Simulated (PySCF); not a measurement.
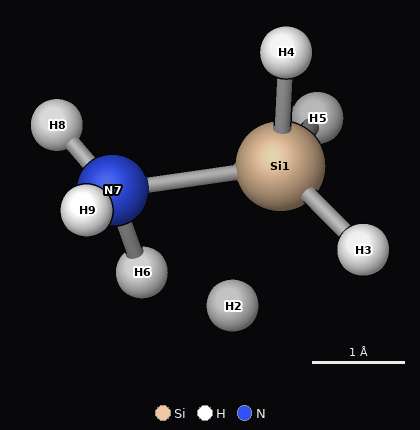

Fig. 1: The structure (ball-and-stick view, seen at a tilt; atoms are numbered from 1 in the order of the input). Bond lengths as drawn: H–N 1.01 to 1.19 Å, H–Si 1.48 to 1.52 Å and N–Si 1.88 Å.

# What a change does: single-point calculation on SiNH$_{7}$

System: SiNH$_{7}$.
Method of run 1: RKS wB97M-V/def2-TZVPP, density fitting (PySCF 2.14.0).

The geometry comes from this level: PBE0-D4/def2-TZVP. Text and figures count atoms from 1; the logs count them from 0 in places.

## Input file, run 1
```python
import json, numpy as np
from pyscf import gto, scf, dft, mp, cc
EV, BOHR = 27.211386245988, 0.529177210903
mol = gto.M(atom="""
Si -0.015519 -0.043462 0.821611
H 1.637026 0.055053 -0.055739
H 0.480090 -1.339135 1.345429
H -1.488038 -0.108685 1.182703
H 0.399421 1.218736 1.479845
H 0.862624 0.076632 -0.933740
N -0.325859 0.043564 -1.030547
H -0.801713 0.876703 -1.361413
H -0.748132 -0.779406 -1.448150
""", basis="def2-tzvpp", charge=0, spin=0, max_memory=8670, verbose=0)
def mean_field(mol, dm=None):
    mf = dft.RKS(mol, xc="wb97m-v").density_fit()
    mf.conv_tol = 1e-9; mf.grids.level = 4
    mf.kernel(dm0=dm)
    if not mf.converged: mf = mf.newton().run(mf.mo_coeff, mf.mo_occ)
    assert mf.converged
    return mf
def d4(mol):
    return 0.0, np.zeros((9, 3))
def energy_and_gradient(mol, dm=None):
    mf = mean_field(mol, dm); e, g = d4(mol)
    return mf, (mf.e_tot + e) * EV, (mf.nuc_grad_method().kernel()[:9] + g) * EV / BOHR
out = {}
mf = mean_field(mol); e = d4(mol)[0]
out.update(energy=(mf.e_tot + e) * EV, converged=True, dispersion=e * EV)
out['s2'] = mf.spin_square()[0]; out['nelec'] = mol.nelec
print(f"Total energy {out['energy']:.6f} eV, <S^2> {out['s2']:.4f}")
json.dump(out, open("out.json", "w"), default=float)
```

Command:
```bash
OMP_NUM_THREADS=4 python run.py
```

Hardware: 4 threads of Arm Neoverse V1, 23 GiB of memory available, shared host.

## Output (run 1)
```
Total energy -9478.544993 eV, <S^2> 0.0000
```

For run 2 the input was changed thus:
```diff
-Si -0.015519 -0.043462 0.821611
-H 1.637026 0.055053 -0.055739
-H 0.480090 -1.339135 1.345429
-H -1.488038 -0.108685 1.182703
-H 0.399421 1.218736 1.479845
-H 0.862624 0.076632 -0.933740
-N -0.325859 0.043564 -1.030547
-H -0.801713 0.876703 -1.361413
-H -0.748132 -0.779406 -1.448150
+Si -0.806735 -0.065578 0.809334
+H 2.986901 0.059896 -0.463436
+H -0.176200 -1.315102 1.306802
+H -2.253014 -0.114839 1.179566
+H -0.214782 1.120002 1.480467
+H 2.256059 0.066775 -0.625623
+N -0.468285 0.059368 -0.874884
+H -0.674543 0.919583 -1.357585
+H -0.646742 -0.731601 -1.473436
```

What does this change do to the results?

With the same method and basis, run 2 lies 48.2 kcal/mol lower.

## Output (run 2)
```
Total energy -9480.634566 eV, <S^2> 0.0000
```

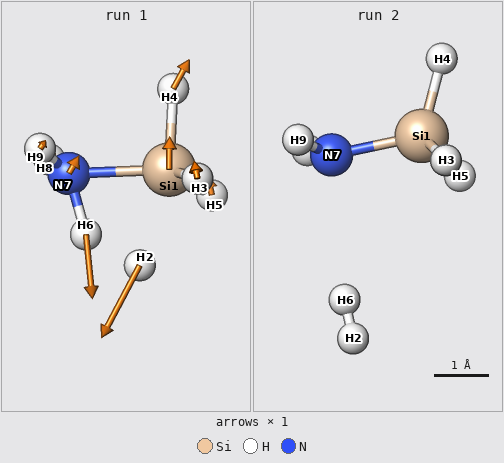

Fig. 2: The two input geometries at one scale (ball-and-stick view, seen at a tilt). The orange arrows on the first give the shifts of the atoms after the best rigid fit, at true length. The largest move after the best rigid fit is that of H2, 1.55 Å. By element the largest moves are H 1.55 Å, Si 0.63 Å, N 0.40 Å. Among the contacts that change: H6–N7 1.193 → 2.736 Å, H2–H6 1.171 → 0.749 Å, Si1–N7 1.880 → 1.722 Å, Si1–H4 1.518 → 1.494 Å.

## The two runs side by side

| quantity | run 1 | run 2 |
| --- | --- | --- |
| outcome | converged | converged |
| total energy (hartree) | −348.330104 | −348.406894 |
| basis functions | 171 | 171 |
| wall time (shared host) | 2.2 min | 2.1 min |
